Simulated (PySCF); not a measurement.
| atom | x (Å) | y (Å) | z (Å) |
| --- | --- | --- | --- |
| C | -2.9244 | 1.3806 | -0.3008 |
| O | -2.3072 | 0.1309 | -0.1164 |
| Si | -1.0326 | -0.2289 | 0.7979 |
| N | -0.7612 | -1.9169 | 0.8587 |
| C | 0.4209 | -2.3554 | 0.1523 |
| C | 1.3694 | -1.1533 | 0.0689 |
| N | 0.5462 | 0.0274 | 0.0688 |
| C | 0.9268 | 1.2720 | -0.2590 |
| C | 2.3282 | 1.4787 | -0.7805 |
| O | 0.1275 | 2.1865 | -0.1304 |
| H | -2.1743 | 2.1645 | -0.3996 |
| H | -3.5660 | 1.6022 | 0.5540 |
| H | -3.5296 | 1.3213 | -1.2053 |
| H | -1.0511 | 0.3693 | 2.1278 |
| H | -1.4789 | -2.6129 | 0.9436 |
| H | 0.8995 | -3.1822 | 0.6881 |
| H | 0.1728 | -2.7042 | -0.8594 |
| H | 1.9870 | -1.2104 | -0.8308 |
| H | 2.0289 | -1.1389 | 0.9453 |
| H | 2.4689 | 0.9281 | -1.7086 |
| H | 3.0532 | 1.1233 | -0.0512 |
| H | 2.4855 | 2.5376 | -0.9652 |

Geometry: GFN2-xTB.

Method: PBE0/pcSseg-1, SCF density, gas phase, non-relativistic in PySCF 2.14.0.

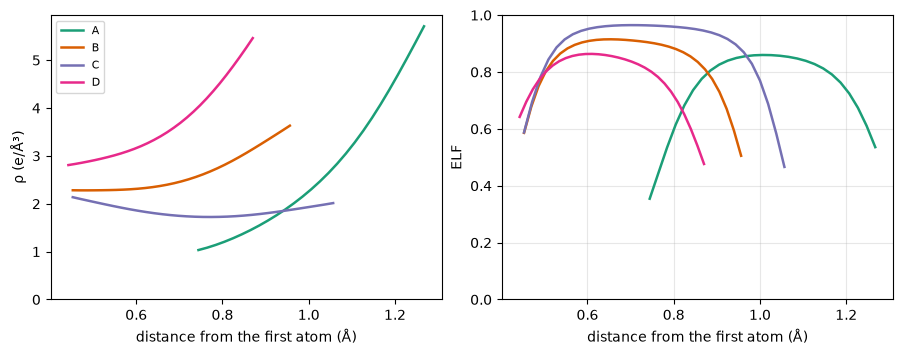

C₅H₁₂N₂O₂Si. Total electron density and ELF along straight lines between neighbouring atoms. The curves leave out the atomic cores.

> Which curve belongs to which contact (C–C, C–N, C–O and Si–O)? The first atom named is at distance zero.

Curve A: Si–O (1.61 Å): ρ at the midpoint is about 1.2 e/Å³; the ELF peaks at about 0.85 between the atoms (a short, strongly polar bond). Curve B: C–N (1.34 Å): ρ is about 2.4 e/Å³ halfway; the ELF peaks at about 0.90 between the atoms (localised, covalent bonding). Curve C: C–C (1.51 Å): ρ at the midpoint is about 1.7 e/Å³; the ELF peaks at about 0.95 between the atoms: a shared electron pair. Curve D: C–O (1.22 Å): the density is about 3.2 e/Å³ at the midpoint; the ELF peaks at about 0.85 between the atoms (a multiple bond).
